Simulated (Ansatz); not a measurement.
Input

```
crystal:
  periodic: [false, false, false]
  atoms:
    - symbol: F
      position_ang: [-2.696985, -0.416976, 2.231239]
    - symbol: F
      position_ang: [-2.165128, -0.969944, -0.034414]
    - symbol: Ge
      position_ang: [0.353819, 1.063285, 1.323521]
    - symbol: P
      position_ang: [-1.675166, 0.069698, 1.089598]
    - symbol: P
      position_ang: [-1.640580, 2.070368, 0.609283]
basis:
  gaussian: {orbitals: def2-TZVPD}
hamiltonian: {xc: pbe0}
output: {forces: true, orbitals: {seedname: orbitals}}
```

Command:

```sh
ansatz run input.yaml --threads 1 --pin off --max-ram 2610MiB --events-out events.jsonl --progress --plain --runs-dir runs
```

Geometry: r2SCAN-D4/def2-SVP.

The calculation used Ansatz 0.2.0, isolated molecule in a Gaussian basis; Kohn-Sham density functional theory, functional PBE0.

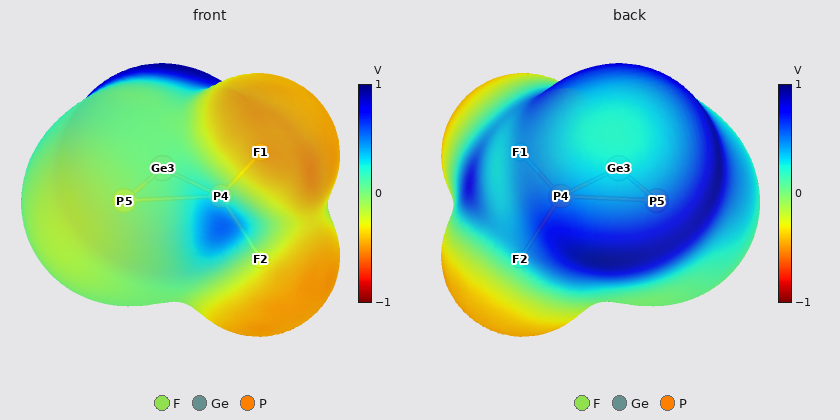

F₂GeP₂. The electrostatic potential painted on the density surface at 0.001 e/bohr³, seen from the front and from behind; the colour scale runs from red (negative) to blue (positive).

Question: Where is the surface potential most negative and most positive?

Answer: The most negative region (about −0.5 V) lies over F1 and F2, the most positive (about +0.9 V) over Ge3.

Question: What dipole moment does the calculation give?

Answer: Its dipole moment is 1.96 D.
